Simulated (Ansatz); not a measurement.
## Errors in the atomisation enthalpy at 298 K

8 molecules with halogens; the atomisation enthalpy at 298 K in kJ/mol, computed less measured. Shapes, held fixed at every level: PBE0-D4/def2-TZVP. Thermal terms are harmonic and unscaled (PBE0-D4/def2-TZVP); the spin-orbit lowering of the free atoms is taken from their spectra. Programs: Ansatz 0.2.0. Measured values: Active Thermochemical Tables, CRC Handbook of Chemistry and Physics, NIST-JANAF tables.

Levels: A = PBE0-D4/def2-TZVPP; B = wB97X-V/def2-TZVPP; C = CCSD/def2-TZVPP.

```csv
molecule,from tabulated heats,A,B,C
HCl (hydrogen chloride),431,-10,-6,-17
BOF (fluoro(oxo)borane),1501,-31,-35,-108
SiHBr3 (SMILES Br[SiH](Br)Br),1205,+106,+107,+26
SiH2Cl2 (dichlorosilane (DCS)),1449,-18,+7,-71
SiCl4 (silicon tetrachloride),1598,+5,+8,-116
"C2H3F3 (1,1,1-trifluoroethane)",3070,+20,+15,-130
C2H5F (SMILES CCF),2876,+4,-1,-101
C2HF5 (pentafluoroethane),3149,+33,+28,-160
```

Q: Which level does best on this set, which worst, and which err to one side?

A: 
| level | kind | mean error | mean absolute error | worst case |
| --- | --- | --- | --- | --- |
| PBE0-D4/def2-TZVPP | global hybrid | +13.6 | 28.4 | SiHBr3 |
| wB97X-V/def2-TZVPP | range-separated hybrid | +15.4 | 25.9 | SiHBr3 |
| CCSD/def2-TZVPP | coupled cluster or CI | -84.6 | 91.1 | C2HF5 |

On this set wB97X-V/def2-TZVPP has the smallest mean absolute error and CCSD/def2-TZVPP the largest. CCSD/def2-TZVPP is too low in 7 of 8. The heats of SiH2Cl2 (dichlorosilane (DCS)), C2H3F3 (1,1,1-trifluoroethane), C2HF5 (pentafluoroethane) come from older tables and can be uncertain by 10 kJ/mol or more. Heats of the atoms come from ATcT where it has them, that of boron, 570 kJ/mol, from recent work. With so many references in doubt the order of the levels isn't settled. The tabulated values of BOF, SiHBr3 are in doubt (older tables, estimates, or at odds with other calculations) and kept here. Over the 6 molecules whose values aren't doubted the mean absolute errors are A 15.0; B 10.8; C 99.2. The smallest two are near a tie. For CCSD/def2-TZVPP the error tends to grow with the atomisation enthalpy. Correlated wave functions converge slowly with the basis. CCSD also lacks the triples, which bind further. Relativity is left out for Br. Outer-core shells of Br are correlated, in sets that cover them unevenly. The set is small.

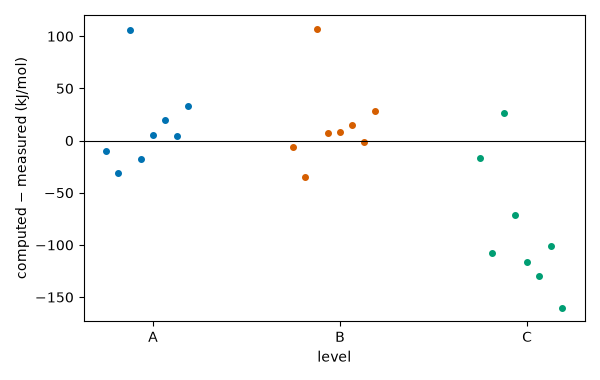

Errors of each level, one point a molecule.
